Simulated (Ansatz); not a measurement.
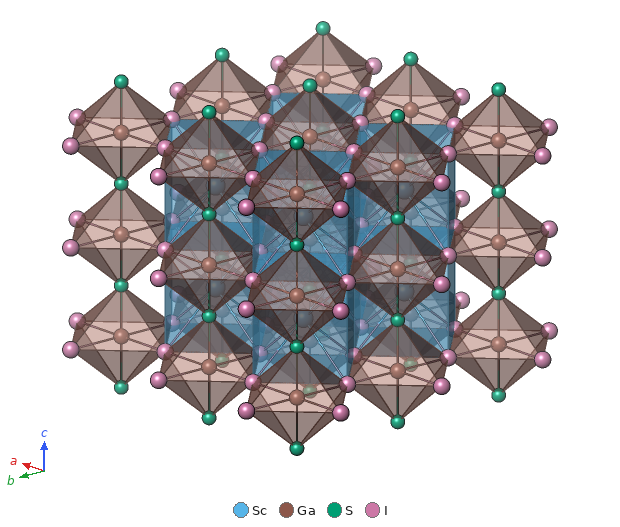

Polyhedra are drawn about Ga and Sc (bonds: Ga–I below 3.2 Å, Ga–S below 2.6 Å and I–Sc below 4.1 Å); other atoms are plain spheres.

System ScGaSI2 (space group P4/mmm, No. 123); source of the atomic positions: the end point of a relaxation with DFT PBE, scalar-relativistic, plane waves, PAW in Ansatz 0.2.0; the starting structure was generated, so it need not be a known form of this composition.

Sharing among the drawn polyhedra:

```json
{"site": "Ga", "polyhedron": "GaS2I4 octahedron", "corner-sharing neighbours": "6", "edge-sharing": "8", "face-sharing": "0", "bond (Å)": "2.29–2.87"}
{"site": "Sc", "polyhedron": "ScI8 cube", "corner-sharing neighbours": "8", "edge-sharing": "12", "face-sharing": "2", "bond (Å)": "3.67"}
```

They form a three-dimensional framework of corner-, edge- and face-sharing cubes and octahedra.
